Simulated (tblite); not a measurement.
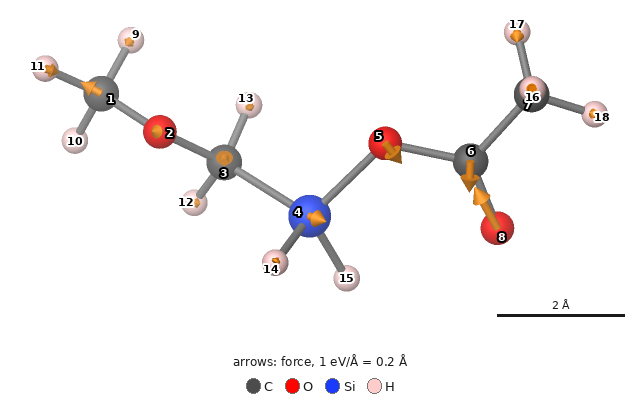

Starting geometry of C4H10O3Si with the computed forces as orange arrows. Style: ball-and-stick. Shown at a tilt.

Theory: GFN2-xTB geometry optimisation, gas phase (tblite 0.8.0). 

Q: What follows when this structure is relaxed?

A: It isn't relaxed: the largest force vector, on O8, is 4.13 eV/Å. The final displacements have little in common with the starting forces (cosine between the two patterns 0.22). The atom that moves furthest after the best rigid fit is H16 (1.36 Å). Largest moves by element: H 1.36 Å, O 1.12 Å, Si 0.54 Å, C 0.46 Å. Among the contacts that change: Si4–O5 1.741 → 1.657 Å, O5–C6 1.389 → 1.331 Å, C6–O8 1.256 → 1.200 Å, C3–Si4 1.850 → 1.901 Å. Bond angles that change, for instance: C3–Si4–O5 110.8° → 102.4°, O2–C3–Si4 113.5° → 106.0°, C1–O2–C3 107.3° → 113.3°. Groups turn about Si4–O5 by about 50°. Over 177 geometry steps the energy falls by 0.739 eV.
